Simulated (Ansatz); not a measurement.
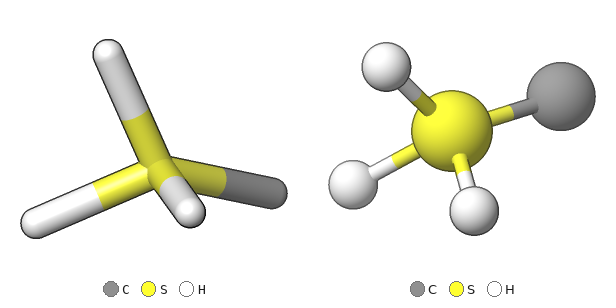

The same structure drawn twice, from different directions.

Charge 0, doublet. The computed structure is the end point of a PBE0-D4/def2-TZVP optimisation. No frequency run is at hand to confirm it as a minimum.

Identify the structure.

Formula CH₃S. It is an open-shell species.

The parts below concern this one geometry. Atoms keep their numbers from picture to picture.

## Shape

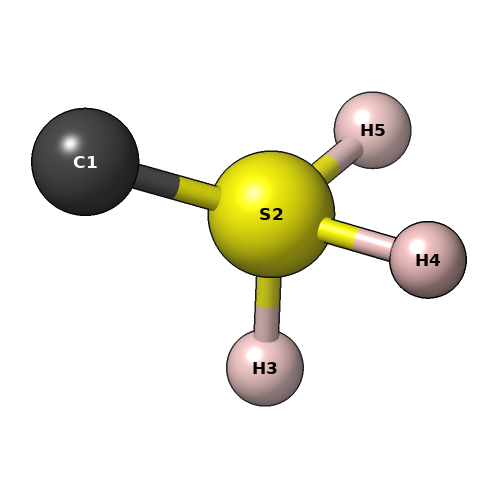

No frequency run is at hand to confirm it as a minimum.

What are the angles C1–S2–H3, C1–S2–H4, H3–S2–H4, H4–S2–H5?

```tsv
angle	degrees
C1–S2–H3	112.0
C1–S2–H4	129.7
H3–S2–H4	93.2
H4–S2–H5	88.7
```

## Dipole moment

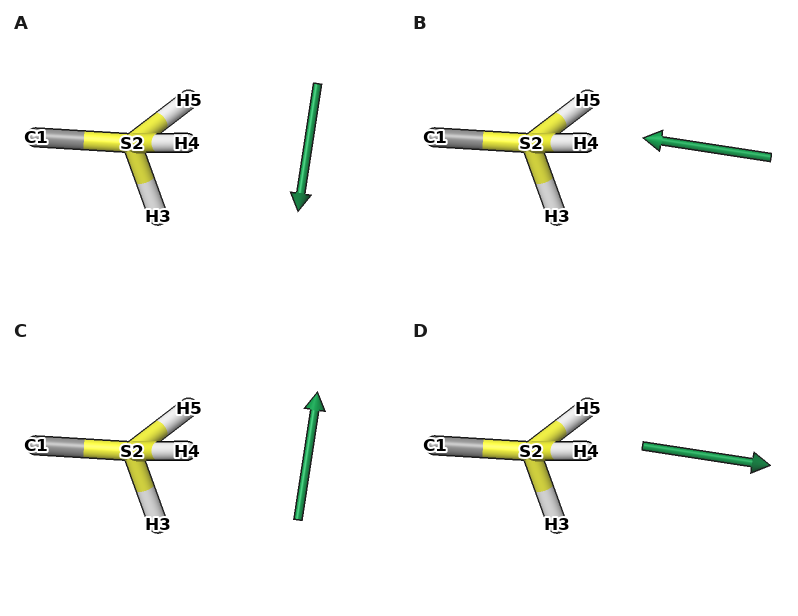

The same molecule four times, each with an arrow. No frequency run is at hand to confirm it as a minimum. Level of theory: UKS PBE0-D4/def2-TZVP (Ansatz 0.2.0).

Question: Which arrow points along the dipole moment, from the negative to the positive end?

Answer: D. The dipole moment is 4.77 D; it points from the side of C1 to the side of H4, H5 (the outermost atoms at the two ends).

## Electronic properties

No frequency run is at hand to confirm it as a minimum. Properties computed with UKS PBE0-D4/def2-TZVPP (Ansatz 0.2.0).

Question: Give the ⟨S²⟩ of the determinant at this level.

Answer: 0.756.

Question: Estimate the HOMO energy (Kohn–Sham orbital).

Answer: −5.64 eV.

## Charges

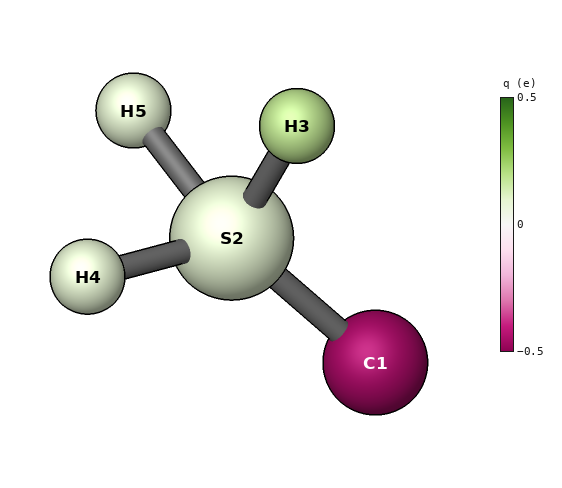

Atoms are coloured by their Mulliken charges. No frequency run is at hand to confirm it as a minimum. Level of theory: UKS PBE0-D4/def2-TZVP (Ansatz 0.2.0).

List the Mulliken charges.

```
atom  value (e)
  C1      −0.45
  S2       0.09
  H3       0.18
  H4       0.09
  H5       0.09
```

Mulliken values depend strongly on the basis set and can even reverse the polarity of a bond.
